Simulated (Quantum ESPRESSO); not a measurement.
# Nickel: energy against a fixed spin moment

How stiff is the total moment of Nickel, and does E(M) have further minima?

Method: PBEsol; plane waves with GBRV 1.5 PBEsol potentials, no spin-orbit coupling, in Quantum ESPRESSO 7.5.

## 1. Starting point

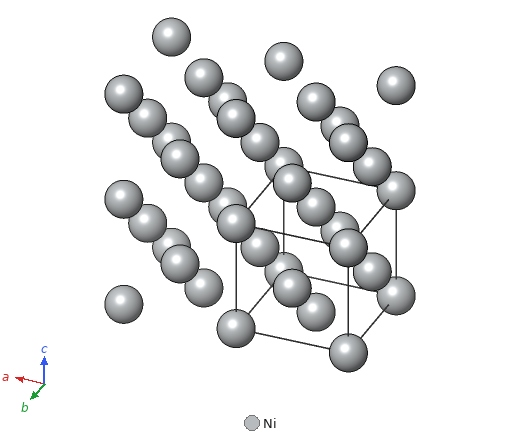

Start, viewed from a free direction; nickel light grey. 2×1×2 cells are drawn. This picture shows the conventional cell, with its axes. Some periodic images of atoms are drawn too.

The cell comes from the Crystallography Open Database.

## 2. The free run

Input file pw.in:

```
&CONTROL
  calculation = 'scf'
  prefix = 'pwscf'
  outdir = './tmp'
  pseudo_dir = './pseudo'
  disk_io = 'nowf'
  tprnfor = .true.
  tstress = .true.
/
&SYSTEM
  ibrav = 0
  nat = 1
  ntyp = 1
  ecutwfc = 40
  ecutrho = 280
  nbnd = 15
  occupations = 'smearing'
  smearing = 'fd'
  degauss = 0.00367493
  nspin = 2
  starting_magnetization(1) = 0.0556
/
&ELECTRONS
  conv_thr = 2d-09
  electron_maxstep = 150
  mixing_beta = 0.3
/
ATOMIC_SPECIES
Ni     58.6934 ni_pbesol_v1.4.uspp.F.UPF
CELL_PARAMETERS angstrom
   0.0000000000    1.7619350000    1.7619350000
   1.7619350000    0.0000000000    1.7619350000
   1.7619350000    1.7619350000    0.0000000000
ATOMIC_POSITIONS crystal
Ni      0.0000000000    0.0000000000    0.0000000000
K_POINTS automatic
14 14 14 0 0 0
```

The run is started by

```console
$ OMP_NUM_THREADS=1 mpirun -n 2 pw.x -nk 2 -in pw.in > pw.out
```

What it wrote:

```text
Program PWSCF v.7.5 starts

     Message from routine setup:
     using ibrav=0 with symmetry is DISCOURAGED, use correct ibrav instead

     K-points division:     npool     =       2
     Subspace diagonalization in iterative solution of the eigenvalue problem:

     G-vector sticks info
     --------------------
     sticks:   dense  smooth     PW     G-vecs:    dense   smooth      PW
     Sum         433     253     85                 5817     2565     537

     Using Slab Decomposition

     bravais-lattice index     =            0
     lattice parameter (alat)  =       4.7087  a.u.
     unit-cell volume          =      73.8238 (a.u.)^3
     number of atoms/cell      =            1
     number of atomic types    =            1
     number of electrons       =        18.00
     number of Kohn-Sham states=           15
     kinetic-energy cutoff     =      40.0000  Ry
     charge density cutoff     =     280.0000  Ry
     scf convergence threshold =      2.0E-09
     mixing beta               =       0.3000
     number of iterations used =            8  plain     mixing
     Exchange-correlation= SLA  PW   PSX  PSC
                           (   1   4  10   8   0   0   0)

     celldm(1)=   4.708730  celldm(2)=   0.000000  celldm(3)=   0.000000
     celldm(4)=   0.000000  celldm(5)=   0.000000  celldm(6)=   0.000000

     crystal axes: (cart. coord. in units of alat)
               a(1) = (   0.000000   0.707107   0.707107 )
               a(2) = (   0.707107   0.000000   0.707107 )
               a(3) = (   0.707107   0.707107   0.000000 )

     reciprocal axes: (cart. coord. in units 2 pi/alat)
               b(1) = ( -0.707107  0.707107  0.707107 )
               b(2) = (  0.707107 -0.707107  0.707107 )
               b(3) = (  0.707107  0.707107 -0.707107 )

     PseudoPot. # 1 for Ni read from file:
     ni_pbesol_v1.4.uspp.F.UPF
     Pseudo is Ultrasoft + core correction, Zval = 18.0
     Generated by new atomic code, or converted to UPF format
     Using radial grid of  865 points,  6 beta functions with:
                l(1) =   0
                l(2) =   0
                l(3) =   1
                l(4) =   1
                l(5) =   2
                l(6) =   2
     Q(r) pseudized with 10 coefficients,  rinner =    0.980   0.980   0.980
                                                       0.980   0.980

     atomic species   valence    mass     pseudopotential
     Ni               18.00    58.69340     Ni( 1.00)

     Starting magnetic structure
     atomic species   magnetization
     Ni              0.056

     48 Sym. Ops., with inversion, found

   Cartesian axes

     site n.     atom                  positions (alat units)
         1        Ni     tau(   1) = (   0.0000000   0.0000000   0.0000000  )

     number of k points=   104  Fermi-Dirac smearing, width (Ry)=  0.0037

     Number of k-points >= 100: set verbosity='high' to print them.

     Dense  grid:     5817 G-vectors     FFT dimensions: (  25,  25,  25)

     Smooth grid:     2565 G-vectors     FFT dimensions: (  20,  20,  20)

     Check: negative core charge=   -0.000020
     Generating pointlists ...
     new r_m :   0.4125 (alat units)  1.9424 (a.u.) for type    1

     Initial potential from superposition of free atoms

     starting charge      16.0000, renormalised to      18.0000
     Starting wfcs are   13 randomized atomic wfcs +    2 random wfcs

     Self-consistent Calculation

     iteration #  1     ecut=    40.00 Ry     beta= 0.30
     Davidson diagonalization with overlap
     ethr =  1.00E-02,  avg # of iterations =  4.6

     total energy              =    -336.63547034 Ry
     estimated scf accuracy    <      31.97670742 Ry

     total magnetization       =     0.22 Bohr mag/cell
     absolute magnetization    =     0.24 Bohr mag/cell

     iteration #  2     ecut=    40.00 Ry     beta= 0.30
     Davidson diagonalization with overlap
     ethr =  1.00E-02,  avg # of iterations =  3.0

     total energy              =    -342.83227102 Ry
     estimated scf accuracy    <       1.21829086 Ry

     total magnetization       =     0.44 Bohr mag/cell
     absolute magnetization    =     0.49 Bohr mag/cell

     iteration #  3     ecut=    40.00 Ry     beta= 0.30
     Davidson diagonalization with overlap
     ethr =  6.77E-03,  avg # of iterations =  1.9

     total energy              =    -343.07230909 Ry
     estimated scf accuracy    <       0.06103587 Ry

     total magnetization       =     0.72 Bohr mag/cell
     absolute magnetization    =     0.78 Bohr mag/cell

     [... further iterations left out ...]

     iteration #  8     ecut=    40.00 Ry     beta= 0.30
     Davidson diagonalization with overlap
     ethr =  1.36E-07,  avg # of iterations =  1.0

     total energy              =    -343.08448775 Ry
     estimated scf accuracy    <       0.00001558 Ry

     total magnetization       =     0.66 Bohr mag/cell
     absolute magnetization    =     0.76 Bohr mag/cell

     iteration #  9     ecut=    40.00 Ry     beta= 0.30
     Davidson diagonalization with overlap
     ethr =  8.65E-08,  avg # of iterations =  1.0

     total energy              =    -343.08448751 Ry
     estimated scf accuracy    <       0.00000379 Ry

     total magnetization       =     0.66 Bohr mag/cell
     absolute magnetization    =     0.76 Bohr mag/cell

     iteration # 10     ecut=    40.00 Ry     beta= 0.30
     Davidson diagonalization with overlap
     ethr =  2.10E-08,  avg # of iterations =  1.5

     total energy              =    -343.08448843 Ry
     estimated scf accuracy    <       0.00000007 Ry

     total magnetization       =     0.67 Bohr mag/cell
     absolute magnetization    =     0.77 Bohr mag/cell

     iteration # 11     ecut=    40.00 Ry     beta= 0.30
     Davidson diagonalization with overlap
     ethr =  3.92E-10,  avg # of iterations =  1.5

     Magnetic moment per site  (integrated on atomic sphere of radius R)
     atom   1 (R=0.412)  charge= 16.6984  magn=  0.7102

     End of self-consistent calculation

     Number of k-points >= 100: set verbosity='high' to print the bands.

     the Fermi energy is    17.5912 ev

!    total energy              =    -343.08448851 Ry
     estimated scf accuracy    <          9.9E-10 Ry
     smearing contrib. (-TS)   =      -0.00115089 Ry
     internal energy E=F+TS    =    -343.08333762 Ry

     The total energy is F=E-TS. E is the sum of the following terms:
     one-electron contribution =    -192.32135232 Ry
     hartree contribution      =     107.49056746 Ry
     xc contribution           =     -35.17671114 Ry
     ewald contribution        =    -223.07584162 Ry

     total magnetization       =     0.67 Bohr mag/cell
     absolute magnetization    =     0.77 Bohr mag/cell

     convergence has been achieved in  11 iterations

     Forces acting on atoms (cartesian axes, Ry/au):

     atom    1 type  1   force =     0.00000000    0.00000000    0.00000000

     Total force =     0.000000     Total SCF correction =     0.000000

     Computing stress (Cartesian axis) and pressure

          total   stress  (Ry/bohr**3)                   (kbar)     P=     -173.80
  -0.00118145   0.00000000  -0.00000000         -173.80        0.00       -0.00
   0.00000000  -0.00118145   0.00000000            0.00     -173.80        0.00
  -0.00000000   0.00000000  -0.00118145           -0.00        0.00     -173.80

=------------------------------------------------------------------------------=
   JOB DONE.
=------------------------------------------------------------------------------=
```

It took 5.8 s on 2 MPI ranks of Arm Neoverse V2, shared host; peak memory 0.13 GiB.

Spin moment in the atom's sphere by atom:

| atom | spin moment in the atom's sphere (μB) |
| --- | --- |
| Ni1 | 0.710 |

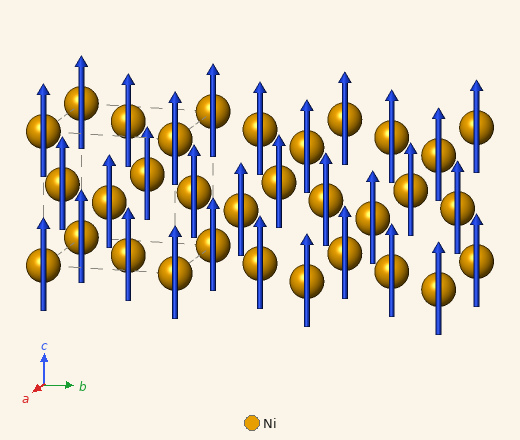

Spin moment in the atom's sphere as arrows, the longest 0.710 μB. Up and down stand for the sign. Arrows give size and sign along the axis of quantisation, drawn up and down the page. 1×3×1 conventional cells are drawn. Some periodic images of atoms are drawn too.

This step gave:

| Property | Result |
| --- | --- |
| smearing term TS | 0.01566 eV |
| pressure | -17.38 GPa |
| magnetization | 0.668 μB |
| absolute magnetization | 0.768 μB |
| final state | ferromagnetic |

## 3. Moment fixed at 0 μB

The two spin channels are filled to separate Fermi energies, so that the total moment meets the target. Half of the up one less the down one is the slope dE/dM.

pw.in: that of step 2 with these lines changed.

```diff
@@ -15,3 +15,3 @@
   ecutrho = 280
-  nbnd = 15
+  nbnd = 16
   occupations = 'smearing'
@@ -20,3 +20,4 @@
   nspin = 2
-  starting_magnetization(1) = 0.0556
+  starting_magnetization(1) = 0.0028
+  tot_magnetization = 0
 /
```

What it wrote:

```text
     [... lines left out ...]
Program PWSCF v.7.5 starts
     [... lines left out ...]
     number of atoms/cell      =            1
     [... lines left out ...]
     number of electrons       =        18.00 (up:   9.00, down:   9.00)
     number of Kohn-Sham states=           16
     kinetic-energy cutoff     =      40.0000  Ry
     charge density cutoff     =     280.0000  Ry
     scf convergence threshold =      2.0E-09
     [... lines left out ...]
     48 Sym. Ops., with inversion, found
     [... lines left out ...]
     number of k points=   104  Fermi-Dirac smearing, width (Ry)=  0.0037
     [... lines left out ...]
     iteration # 11     ecut=    40.00 Ry     beta= 0.30
     [... lines left out ...]
     Magnetic moment per site  (integrated on atomic sphere of radius R)
     atom   1 (R=0.412)  charge= 16.7020  magn=  0.0000
     [... lines left out ...]
     the spin up/dw Fermi energies are    17.3551   17.3551 ev
!    total energy              =    -343.08051701 Ry
     estimated scf accuracy    <          2.1E-11 Ry
     smearing contrib. (-TS)   =      -0.00226540 Ry
     [... lines left out ...]
     total magnetization       =     0.00 Bohr mag/cell
     absolute magnetization    =     0.00 Bohr mag/cell
     convergence has been achieved in  11 iterations
     [... lines left out ...]
     Total force =     0.000000     Total SCF correction =     0.000000
     [... lines left out ...]
          total   stress  (Ry/bohr**3)                   (kbar)     P=     -187.94
     [... lines left out ...]
```

The job ended after 6.1 s (2 MPI ranks; peak memory 0.13 GiB).

Numbers from this step:

| Quantity | Value |
| --- | --- |
| magnetization | 0 μB |
| absolute magnetization | 0 μB |
| half the difference of the two Fermi energies | 0 meV |
| largest moment | 0 μB |

## 4. Moment fixed at 0.159 μB

pw.in: that of step 3 with these lines changed.

```diff
@@ -20,4 +20,4 @@
   nspin = 2
-  starting_magnetization(1) = 0.0028
-  tot_magnetization = 0
+  starting_magnetization(1) = 0.0088
+  tot_magnetization = 0.159
 /
```

What it wrote:

```text
     [... lines left out ...]
Program PWSCF v.7.5 starts
     [... lines left out ...]
     number of atoms/cell      =            1
     [... lines left out ...]
     number of electrons       =        18.00 (up:   9.08, down:   8.92)
     number of Kohn-Sham states=           16
     kinetic-energy cutoff     =      40.0000  Ry
     charge density cutoff     =     280.0000  Ry
     scf convergence threshold =      2.0E-09
     [... lines left out ...]
     48 Sym. Ops., with inversion, found
     [... lines left out ...]
     number of k points=   104  Fermi-Dirac smearing, width (Ry)=  0.0037
     [... lines left out ...]
     iteration # 10     ecut=    40.00 Ry     beta= 0.30
     [... lines left out ...]
     Magnetic moment per site  (integrated on atomic sphere of radius R)
     atom   1 (R=0.412)  charge= 16.7020  magn=  0.1718
     [... lines left out ...]
     the spin up/dw Fermi energies are    17.2940   17.4222 ev
!    total energy              =    -343.08089380 Ry
     estimated scf accuracy    <          3.4E-11 Ry
     smearing contrib. (-TS)   =      -0.00217698 Ry
     [... lines left out ...]
     total magnetization       =     0.16 Bohr mag/cell
     absolute magnetization    =     0.19 Bohr mag/cell
     convergence has been achieved in  10 iterations
     [... lines left out ...]
     Total force =     0.000000     Total SCF correction =     0.000000
     [... lines left out ...]
          total   stress  (Ry/bohr**3)                   (kbar)     P=     -187.42
     [... lines left out ...]
```

Elapsed: 5.7 s, on 2 MPI ranks; peak memory 0.13 GiB; 11 s of CPU time.

Spin moment in the atom's sphere by atom:

| atom | spin moment in the atom's sphere (μB) |
| --- | --- |
| Ni1 | 0.172 |

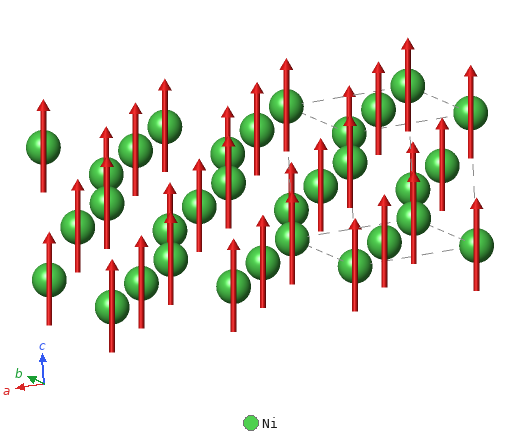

Spin moment in the atom's sphere as arrows, the longest 0.172 μB. Up and down stand for the sign. Arrows give size and sign along the axis of quantisation, drawn up and down the page. 3×1×1 conventional cells are drawn. Some periodic images of atoms are drawn too.

This step gave:

* magnetization: 0.159 μB
* absolute magnetization: 0.19 μB
* half the difference of the two Fermi energies: -64.1 meV

## 5. Moment fixed at 0.317 μB

pw.in: that of step 4 with these lines changed.

```diff
@@ -20,4 +20,4 @@
   nspin = 2
-  starting_magnetization(1) = 0.0088
-  tot_magnetization = 0.159
+  starting_magnetization(1) = 0.0176
+  tot_magnetization = 0.317
 /
```

What it wrote:

```text
     [... lines left out ...]
Program PWSCF v.7.5 starts
     [... lines left out ...]
     number of atoms/cell      =            1
     [... lines left out ...]
     number of electrons       =        18.00 (up:   9.16, down:   8.84)
     number of Kohn-Sham states=           16
     kinetic-energy cutoff     =      40.0000  Ry
     charge density cutoff     =     280.0000  Ry
     scf convergence threshold =      2.0E-09
     [... lines left out ...]
     48 Sym. Ops., with inversion, found
     [... lines left out ...]
     number of k points=   104  Fermi-Dirac smearing, width (Ry)=  0.0037
     [... lines left out ...]
     iteration # 10     ecut=    40.00 Ry     beta= 0.30
     [... lines left out ...]
     Magnetic moment per site  (integrated on atomic sphere of radius R)
     atom   1 (R=0.412)  charge= 16.7019  magn=  0.3426
     [... lines left out ...]
     the spin up/dw Fermi energies are    17.2477   17.4916 ev
!    total energy              =    -343.08198436 Ry
     estimated scf accuracy    <          1.9E-09 Ry
     smearing contrib. (-TS)   =      -0.00189688 Ry
     [... lines left out ...]
     total magnetization       =     0.32 Bohr mag/cell
     absolute magnetization    =     0.38 Bohr mag/cell
     convergence has been achieved in  10 iterations
     [... lines left out ...]
     Total force =     0.000000     Total SCF correction =     0.000000
     [... lines left out ...]
          total   stress  (Ry/bohr**3)                   (kbar)     P=     -188.47
     [... lines left out ...]
```

Wall time 5.8 s (2 MPI ranks); peak memory 0.13 GiB.

Read from the output:

* magnetization: 0.317 μB
* absolute magnetization: 0.38 μB
* half the difference of the two Fermi energies: -122 meV
* largest moment: 0.3426 μB

## 6. E(M)

The runs not shown differ in the target, the start and the number of states alone. The point at 0.67 μB is the free run, entered with slope zero.

Table of energy over the lowest by total spin moment:

| total spin moment (μB a cell) | energy over the lowest (meV a cell) |
| --- | --- |
| 0.000 | 54.0 |
| 0.159 | 48.9 |
| 0.317 | 34.1 |
| 0.476 | 11.6 |
| 0.634 | 0.234 |
| 0.668 | 0 |
| 0.793 | 8.02 |
| 0.951 | 56.2 |
| 1.110 | 140 |
| 1.268 | 276 |

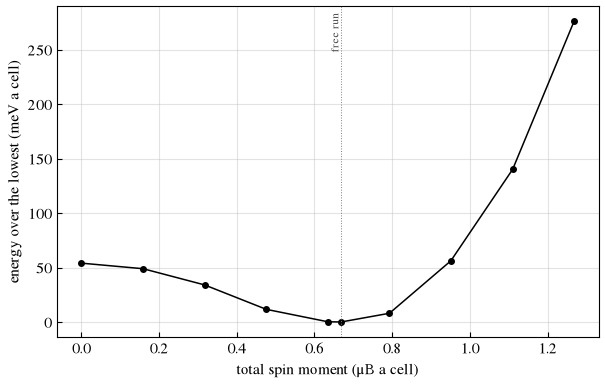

Energy over the lowest against total spin moment.

Table of dE/dM by total spin moment:

| total spin moment (μB a cell) | dE/dM (meV/μB) |
| --- | --- |
| 0.000 | 0 |
| 0.159 | -64.1 |
| 0.317 | -122 |
| 0.476 | -147 |
| 0.634 | -13.2 |
| 0.668 | 0 |
| 0.793 | 185 |
| 0.951 | 397 |
| 1.110 | 667 |
| 1.268 | 1020 |

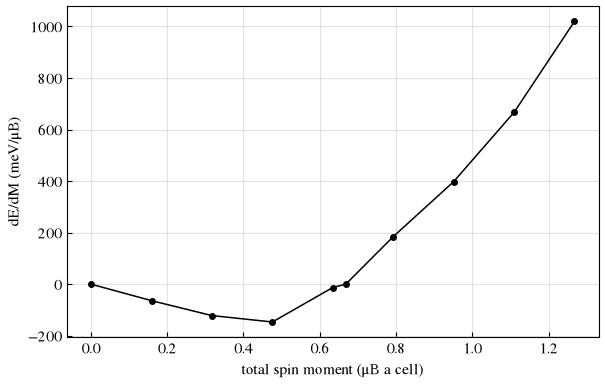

dE/dM, plotted against total spin moment.

The largest site moment by total spin moment:

| total spin moment (μB a cell) | largest site moment (μB) |
| --- | --- |
| 0.000 | 0 |
| 0.159 | 0.172 |
| 0.317 | 0.343 |
| 0.476 | 0.514 |
| 0.634 | 0.676 |
| 0.668 | 0.710 |
| 0.793 | 0.828 |
| 0.951 | 0.971 |
| 1.110 | 1.11 |
| 1.268 | 1.24 |

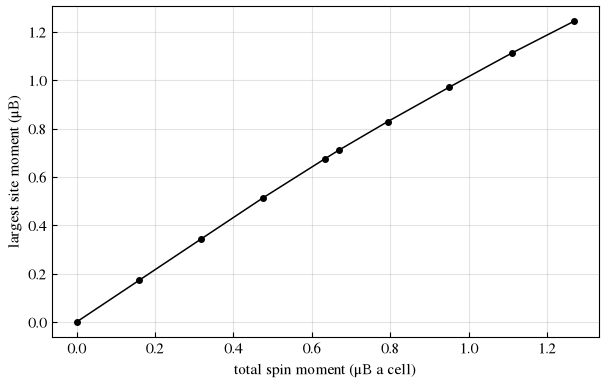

Largest site moment, plotted against total spin moment.

## 7. Outcome

```yaml
moment_of_the_free_run: 0.67 μB a cell
energy_at_zero_total_moment: 54.0 meV a cell over the lowest
delta_e_delta_m2_from_the_lowest_point_to_0p95_and_to_0p48_mu_b: 704 and 314 meV/μB²
```

**Reading.** At zero total moment the site moments vanish, so the 54 meV a cell is the energy of forming them. The points show one minimum alone. The cell holds one seeded atom, so opposed orders, which may lie lower, cannot form in it.

[Logs and program files are shortened in this print: banners, set-up blocks, solver, clock and traceback lines can be left out without a mark of their own.]

[Logs are printed without paths, hosts, clocks, repeated set-up lines and the standing remarks that a program may print on its own settings, such as how far it seeks lower states.]

[Hosts, paths, dates, database ids (printed as entryN), source tags and the programs' standing remarks are cut or masked in the printed files.]

[Where a cell is said to come from a database of computed structures, the database is the Materials Project.]
